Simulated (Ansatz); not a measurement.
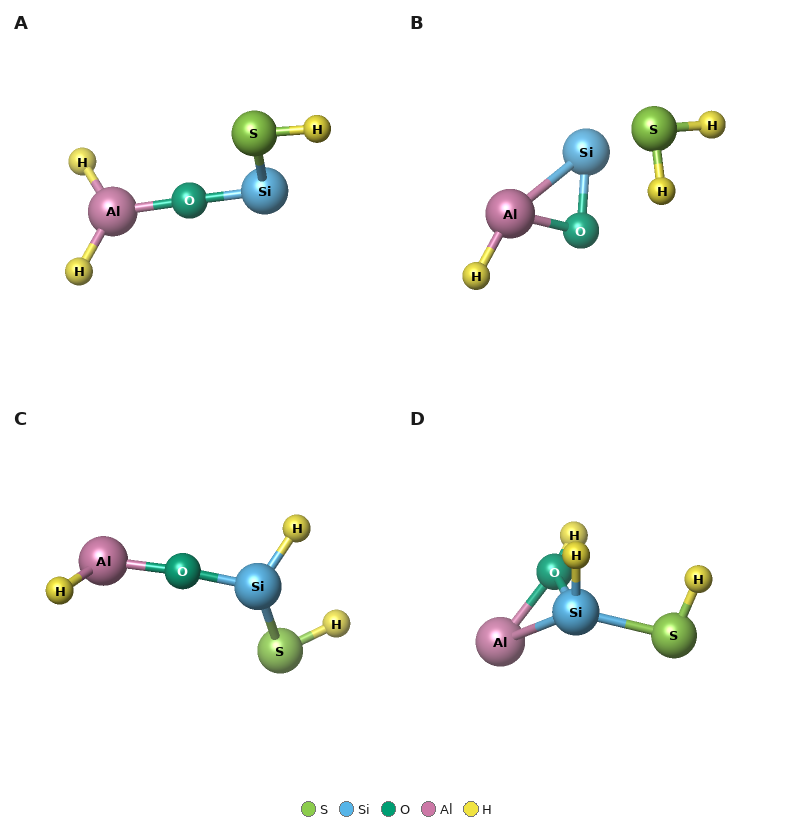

4 stationary structures of one formula. Geometries: PBE-D4/def2-SVP. Electronic energies: PBE-D4/def2-SVP (Ansatz 0.2.0), without zero-point energy. No frequency run is at hand to confirm each as a minimum. Each is one conformer, not always the lowest.

Rank them by energy, lowest first.

A is lowest; D lies 97.7 kJ/mol above it (C1), C lies 162.1 kJ/mol above it (C1), B lies 213.4 kJ/mol above it (C1).
